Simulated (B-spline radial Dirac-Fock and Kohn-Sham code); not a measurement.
Er³⁺. The calculation used a Dirac–Hartree–Slater potential; 1 + βP₂(cos θ) + (δ + γ cos²θ) sin θ cos φ with E1 and E1–E2 terms (a B-spline radial code). Open shells are averaged over j.

Before looking at the plot, say what to expect. Its caption: Angular distribution of photoelectrons from M2 (3p1/2) in the plane of the polarisation E (up) and the photon direction k (right), relative to an isotropic one.

At 2.17 keV, β = 0.850, γ = 0.335 and δ = 0.186. At 6.14 keV, β = 1.591, γ = 0.181 and δ = 0.004. At 9.68 keV, β = 1.522, γ = 0.718 and δ = 0.021. At 9.68 keV the emission 45° forward of E is 1.5 times that 45° backward, and the lobe peaks 9.0° from E towards k.

The computed plot:

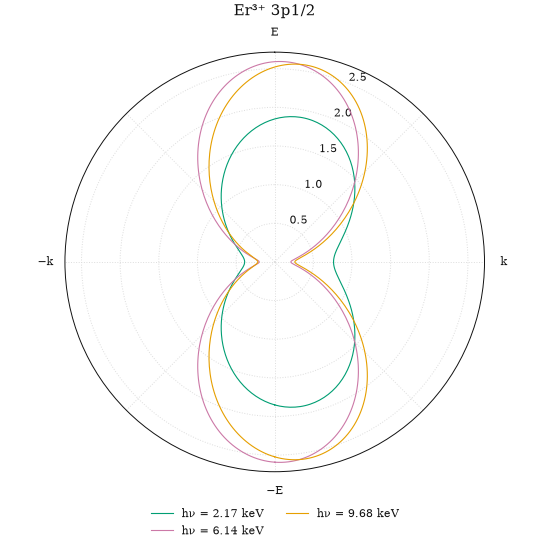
